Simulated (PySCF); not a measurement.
**C$_{3}$H$_{6}$OSi: density, localisation and related maps**

```xyz
11

C    -1.7983   -0.2040   -0.3082
Si   -0.1681    0.4249    0.4064
C     1.3805   -0.6563    0.3857
C     1.8308    0.1782   -0.5509
O     0.8498    1.1174   -0.7855
H    -1.6345   -0.8834   -1.1395
H    -2.4004    0.6250   -0.6673
H    -2.3704   -0.7278    0.4496
H    -0.2888    1.3676    1.5107
H     1.8660   -1.4969    0.8375
H     2.7389    0.2581   -1.1245
```

Geometry: GFN2-xTB.

Level of theory: PySCF 2.14.0, PBE0/pcSseg-1, SCF density, gas phase, non-relativistic.

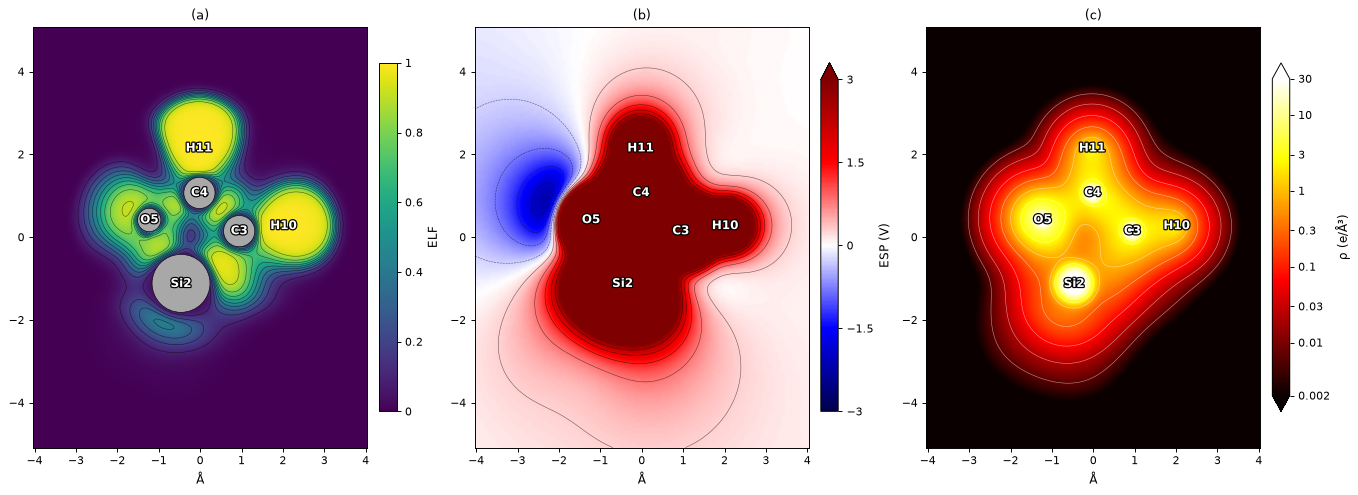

Figure 1. (a) electron localisation function; (b) electrostatic potential; (c) electron density on the plane of atoms Si2, O5 and C4. Grey discs cover the atomic cores in the ELF map.

Q: Interpret the plot.

A: The section cuts through Si, C, O and H sites. C–C (1.33 Å): the density is about 2.3 e/Å³ at the midpoint; the ELF peaks at about 0.90 between the atoms: a multiple bond. C–O (1.38 Å): the density is about 2.2 e/Å³ at the midpoint, with its minimum of 1.9 e/Å³ about 0.5 Å from C; the ELF peaks at about 0.90 between the atoms (a polar covalent bond). Si–O (1.71 Å): the density is about 1 e/Å³ at the midpoint; the ELF peaks at about 0.85 between the atoms; a shared but strongly polarised pair. C–Si (1.89 Å): ρ at the midpoint is about 0.87 e/Å³; the ELF peaks at about 0.90 between the atoms: a shared electron pair. C–H (1.07 Å): ρ at the midpoint is about 2 e/Å³; the ELF climbs to about 1 towards the hydrogen, as it does in any bond to H (a covalent bond by its length). The ELF also peaks beside O5, away from the bonds: lone-pair regions. Outside the dense part of the molecule the potential is most negative (−2.2 V) near O5.

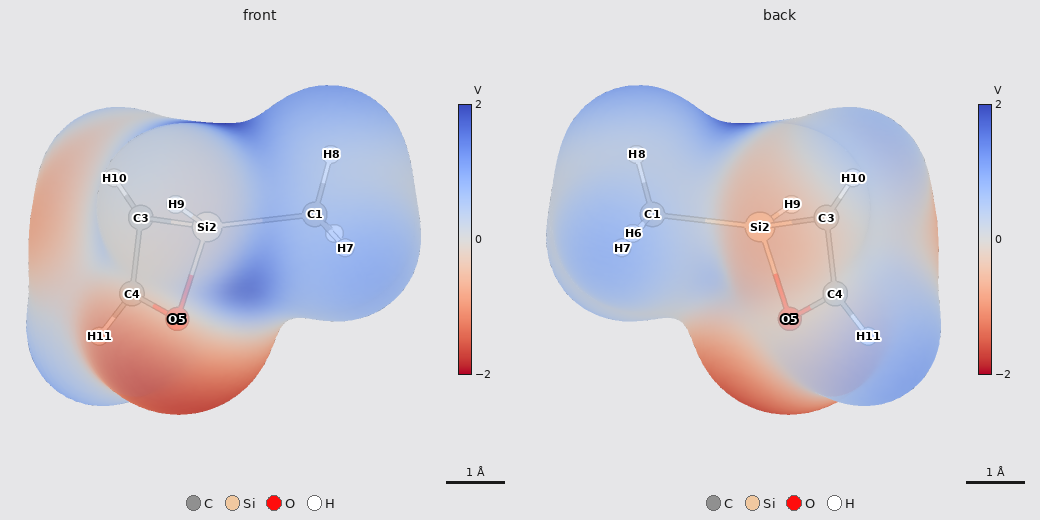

Figure 2. The molecular electrostatic potential painted on the density surface at 0.002 e/bohr³, seen from the front and from behind; red is negative and blue positive.

Q: Describe the electrostatic potential map.

A: The most negative region (about −1.6 V, or −37 kcal/mol for a unit charge) lies over O5, the most positive (about +1.9 V, or +44 kcal/mol for a unit charge) over Si2. O5 is the likeliest acceptor of a hydrogen bond.

Q: What dipole moment does the calculation give?

A: Its dipole moment is 1.56 D.
